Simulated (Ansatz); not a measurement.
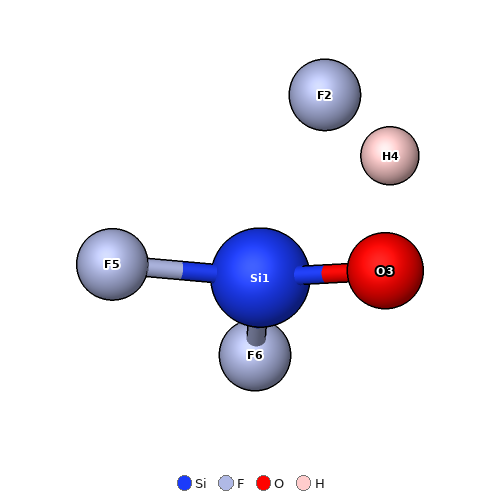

The system is the reacting system F₃HOSi (fragments F₃HOSi where the first distance is long, F₂OSi + FH where the second is long); the picture shows the reference structure. The first coordinate is: distance F2–H4 (bond that forms); the second: distance O3–H4 (bond that breaks). Relaxed at each point: all other coordinates. Grid: 12 × 12 points. Points are written as (first, second). All energies are given in kJ/mol relative to the lowest grid point. The reference is spin-restricted, so regions where a bond is pulled apart into radicals lie too high. Method: RKS PBE0-D4/def2-SVP (Ansatz).

Its coordinates:

```xyz
6

Si   -0.3648    0.2361    0.2494
F     1.3430   -0.7302   -0.1293
O    -0.4889    0.0279   -1.3036
H     0.6412   -0.5294   -1.0890
F    -1.1502   -0.6128    1.3319
F     0.0197    1.6085    0.9407
```

Range: distance F2–H4 (bond that forms) from 0.819 to 2.619 Å; distance O3–H4 (bond that breaks) from 0.873 to 2.073 Å.

> What landscape does the calculation give?

The lowest grid point is at (2.619 Å, 0.933 Å). It lies at the edge of the scanned range, so the true minimum may lie outside. The highest grid point, (0.819 Å, 0.873 Å), lies 978 kJ/mol above the lowest.

```tsv
second ↓, first →	0.819	0.909	1.033	1.174	1.327	1.491	1.663	1.842	2.028	2.220	2.417	2.619
2.073	352	298	303	350	407	455	487	505	514	518	521	523
1.938	355	297	296	336	383	422	447	461	467	470	472	474
1.807	360	298	289	319	355	384	402	411	415	417	418	420
1.679	368	301	282	300	324	343	353	357	358	358	358	360
1.555	382	307	276	279	290	297	300	299	296	294	293	295
1.436	404	319	273	259	255	250	244	238	232	228	226	227
1.321	440	340	274	241	220	204	189	177	167	161	158	157
1.212	493	374	284	229	190	161	138	120	107	98	94	92
1.110	572	428	309	228	172	130	98	75	58	47	41	38
1.015	686	509	356	248	172	117	78	49	29	16	8	4
0.933	831	619	429	293	199	133	86	53	30	15	5	0
0.873	978	734	512	354	246	170	118	82	57	40	29	23
```

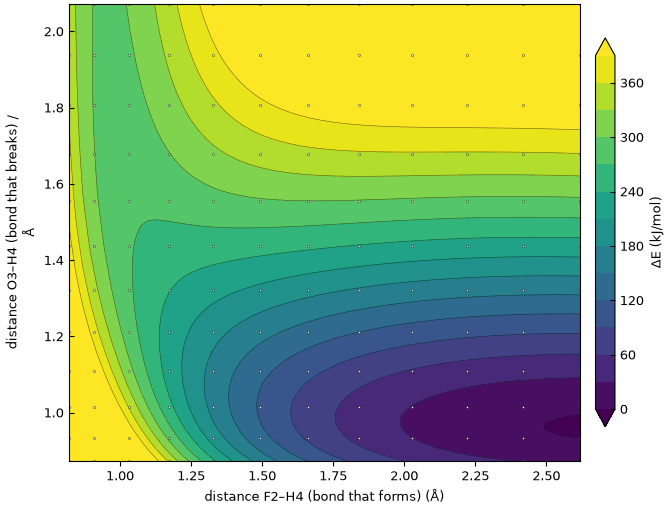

The picture shows filled contours, dots at the grid points, one colour for all values above the top of the scale. Between grid points the surface is interpolated.

Time for the 144 points that were run: 16 min on 1 thread of Arm Neoverse V2, with other jobs on the host.
